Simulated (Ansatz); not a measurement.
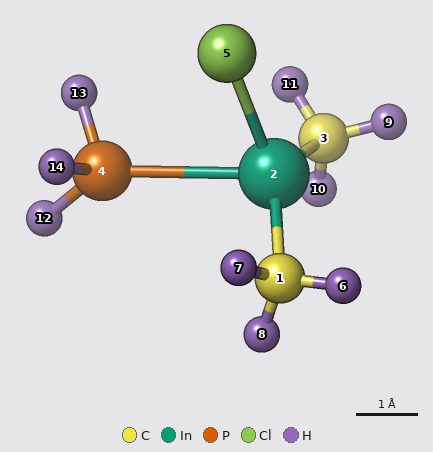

This is the input geometry for a relaxation of C₂H₉ClInP. The picture is a ball-and-stick view, seen from a free direction.

The start comes from PBE-D4/def2-SVP.

Theory: RKS PBE0-D4/def2-TZVP in Ansatz 0.2.0.

Input file:
```yaml
crystal:
  periodic: [false, false, false]
  atoms:
    - {symbol: C, position_ang: [-1.997464, 1.255022, 0.196402]}
    - {symbol: In, position_ang: [0.115049, 0.758641, 0.118060]}
    - {symbol: C, position_ang: [1.754974, 0.508857, 1.519089]}
    - {symbol: P, position_ang: [-0.016122, -1.866954, -1.041335]}
    - {symbol: Cl, position_ang: [0.984899, 1.112202, -2.144470]}
    - {symbol: H, position_ang: [-2.125788, 2.291234, 0.566899]}
    - {symbol: H, position_ang: [-2.422242, 1.180378, -0.822810]}
    - {symbol: H, position_ang: [-2.531904, 0.562810, 0.876668]}
    - {symbol: H, position_ang: [2.093523, 1.503595, 1.869819]}
    - {symbol: H, position_ang: [1.436909, -0.091914, 2.393261]}
    - {symbol: H, position_ang: [2.595181, 0.005931, 1.003889]}
    - {symbol: H, position_ang: [-0.427455, -3.188476, -0.645682]}
    - {symbol: H, position_ang: [1.255064, -2.234107, -1.581200]}
    - {symbol: H, position_ang: [-0.727524, -1.826320, -2.279991]}
basis:
  gaussian: {orbitals: def2-TZVP}
hamiltonian: {xc: pbe0, dispersion: d4}
relax: {f_tol: 0.005, max_steps: 150}
```

Run as
```bash
ansatz run in.yaml --threads 4 --pin off --events-out ev --progress --plain --max-ram 11315MiB
```

Predict the outcome.

After 13 accepted moves (14 points after the start) the energy has fallen by 1.47 kcal/mol. Largest force component: 0.52 eV/Å at the start, 0.00046 eV/Å at the end. The line search rejected the trial step at point 5 of the run. The forces were under the threshold at step 7, but the run went on from there. The atom that moves furthest after the best rigid fit is H9 (0.11 Å). By element the largest moves are H 0.11 Å, Cl 0.07 Å, In 0.04 Å, C 0.04 Å, P 0.02 Å. Among the contacts that change: In2–P4 2.873 → 2.822 Å, In2–Cl5 2.450 → 2.418 Å, C1–In2 2.171 → 2.144 Å, P4–H12 1.439 → 1.416 Å. Bond angles that change, for instance: In2–P4–H12 137.8° → 134.5°, P4–In2–Cl5 77.0° → 79.3°.

Final geometry:

```xyz
14

C    -1.9660    1.2434    0.1953
In    0.1109    0.7187    0.1017
C     1.7241    0.4910    1.4958
P    -0.0077   -1.8549   -1.0510
Cl    0.9825    1.1745   -2.1074
H    -2.0695    2.2915    0.4805
H    -2.4151    1.1045   -0.7881
H    -2.4946    0.6309    0.9271
H     1.9961    1.4642    1.9074
H     1.4439   -0.1678    2.3188
H     2.5897    0.0784    0.9776
H    -0.4279   -3.1274   -0.5950
H     1.2446   -2.2387   -1.5700
H    -0.7242   -1.8373   -2.2640
```

After the run, drawn alike:

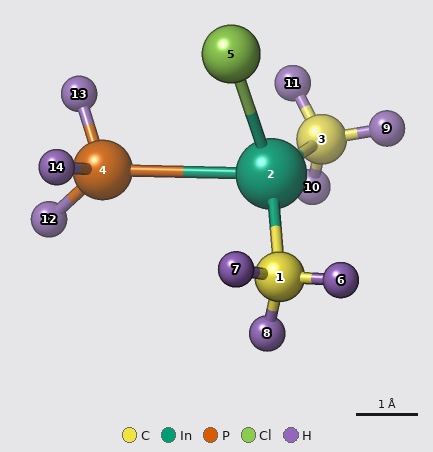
